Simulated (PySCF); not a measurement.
# C₃H₈O₂SSi (SMILES CS[SiH2]OC(C)=O): what the fields show

Input file:

```
{"job": {"kind": "nmr", "xc": "PBE0", "basis": "pcSseg-1"}, "charge": 0, "multiplicity": 1}
C     -3.390947     0.176412     0.742306
S     -1.793958     1.034469     0.894603
Si    -0.587099    -0.410676    -0.085523
O      0.886375     0.318760     0.027980
C      1.956700    -0.281108    -0.484074
C      3.209686     0.517987    -0.291711
O      1.879597    -1.346945    -1.030902
H     -4.136540     0.806226     1.214500
H     -3.339054    -0.781028     1.248662
H     -3.630665     0.037324    -0.306088
H     -0.980779    -0.557965    -1.479829
H     -0.590268    -1.671507     0.643150
H      3.366860     0.680932     0.772465
H      3.087258     1.490658    -0.763768
H      4.058419    -0.005550    -0.720821
```

Launched as:

```sh
OMP_NUM_THREADS=1 python probes_run.py task.json out
```

Geometry: GFN2-xTB.

The calculation used PySCF 2.14.0, PBE0/pcSseg-1, SCF density, gas phase, non-relativistic.

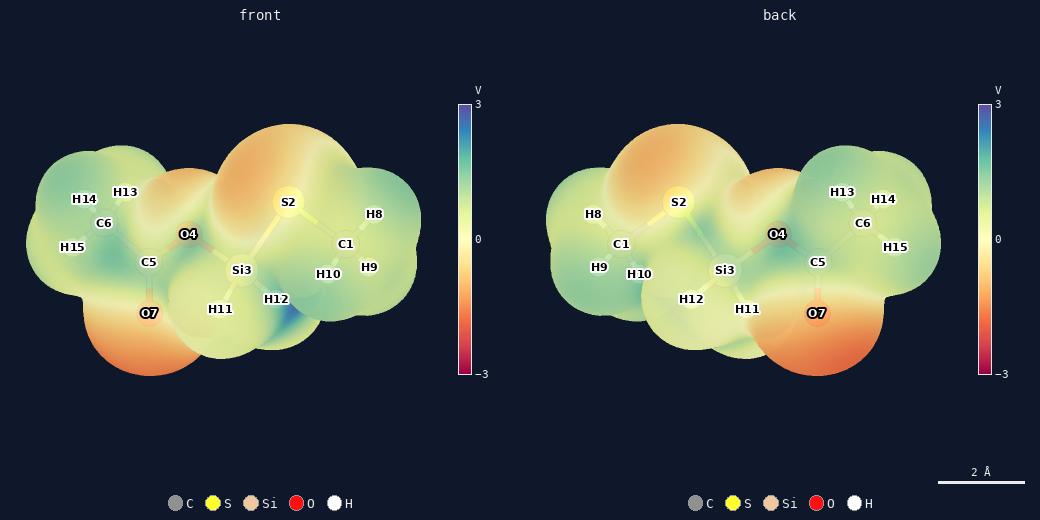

Figure 1. The electrostatic potential painted on the density surface at 0.004 e/bohr³, seen from the front and from behind; red is negative and blue positive.

Describe the electrostatic potential map.

Answer. The most negative region (about −1.7 V) lies over O7, the most positive (about +2.4 V) over Si3. O7 is the likeliest acceptor of a hydrogen bond.

How polar is the molecule by this calculation?

Answer. Its dipole moment is 0.78 D.

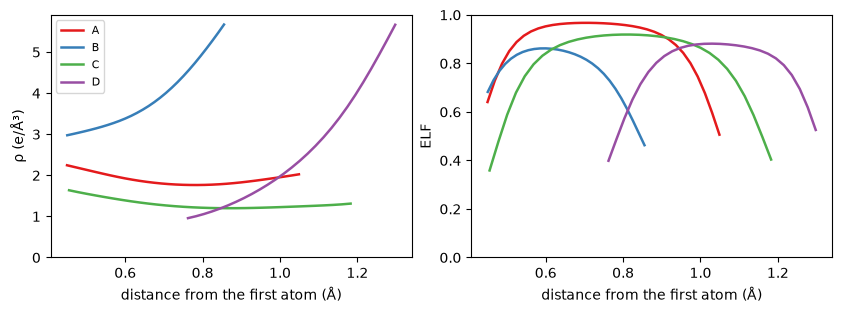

Figure 2. Electron density and ELF along straight lines between neighbouring atoms. The curves leave out the atomic cores.

Which curve belongs to which contact (C–C, C–O, C–S and Si–O)? The first atom named is at distance zero.

Answer. Curve A: C–C (1.50 Å): ρ at the midpoint is about 1.8 e/Å³; the ELF peaks at about 0.95 between the atoms (localised, covalent bonding). Curve B: C–O (1.20 Å): ρ at the midpoint is about 3.4 e/Å³; the ELF peaks at about 0.85 between the atoms; a short, multiple covalent bond. Curve C: C–S (1.82 Å): ρ is about 1.2 e/Å³ halfway; the ELF peaks at about 0.90 between the atoms: a covalent bond. Curve D: Si–O (1.65 Å): ρ is about 1.1 e/Å³ halfway; the ELF peaks at about 0.90 between the atoms (a polar covalent bond).
